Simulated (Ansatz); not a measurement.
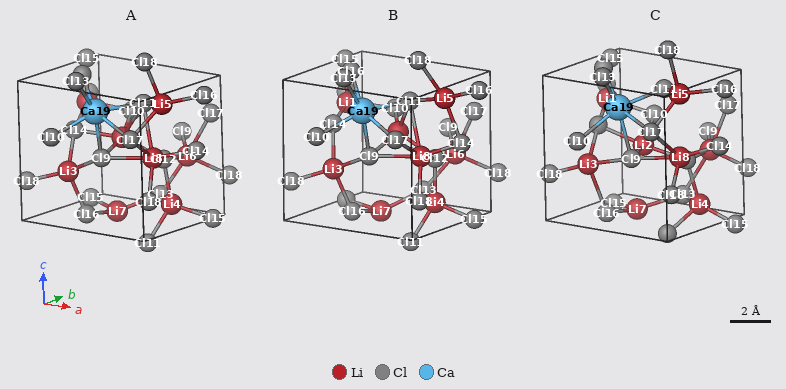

3 geometries from one relaxation of an amorphous cell of composition Li8CaCl10 (coarse preliminary run), in shuffled order. The picture is a ball-and-stick view of the cell of the calculation (origin shifted), seen from a free direction.

Case: the quenched liquid.

Level of theory: DFT PBE, scalar-relativistic, plane waves, PAW (Ansatz). Settings: plane-wave cutoff 420 eV; k-point mesh 1 × 1 × 1; occupations gaussian; smearing width 0.1 eV; mesh shifted by (0.25, 0.25, 0.25); no spin polarisation; cell and atoms relaxed; force threshold 0.04 eV/Å; at most 70 steps.

**Order the frames from highest to lowest energy.**

C, A, B. They are steps 0, 9, 21, at +52.7 meV per atom, +6.4 meV per atom relative to the last. After 17 accepted moves (21 points after the start) the energy has fallen by 52.7 meV per atom. The largest force component goes from 0.75 to 0.011 eV/Å. The pressure goes from 0.24 to 0.01 GPa. The line search rejected the trial steps at points 4, 10, 18 of the run. At 1 point the geometry stayed and the basis and grid were re-selected for the new cell (energy shift of less than 0.05 meV per atom at most each time). The largest move relative to the cell is that of Li2, 1.05 Å along [2 0 3]. Largest moves by element: Li 1.05 Å, Cl 0.57 Å, Ca 0.29 Å. Cell: a 7.624 → 7.903 Å (+3.7 %), b 7.327 → 7.253 Å (−1.0 %), c 7.686 → 7.441 Å (−3.2 %), α 92.3° → 90.6°, β 90.6° → 89.7°, γ 92.9° → 90.0°. Volume −0.4 %. Among the contacts that change: Li2–Cl11 3.904 → 2.473 Å, Li5–Cl15 3.711 → 2.497 Å, Li5–Cl14 3.469 → 2.527 Å, Li2–Cl14 2.547 → 3.478 Å. New bonds form: Li2–Cl11 (3.90 → 2.47 Å), Li5–Cl14 (3.47 → 2.53 Å), Li5–Cl15 (3.71 → 2.50 Å), Li7–Cl10 (3.23 → 2.47 Å). Bonds break: Li2–Cl14 (2.55 → 3.48 Å), Li5–Cl17 (2.49 → 3.39 Å). Bond angles that change, for instance: Cl11–Li5–Cl16 134.6° → 170.9°, Cl11–Li4–Cl12 107.0° → 139.0°, Li4–Cl11–Ca19 161.0° → 133.0°.

Limits of the set-up: the periodic images lie only 7.3 Å apart, so the values are limited by the cell's size.
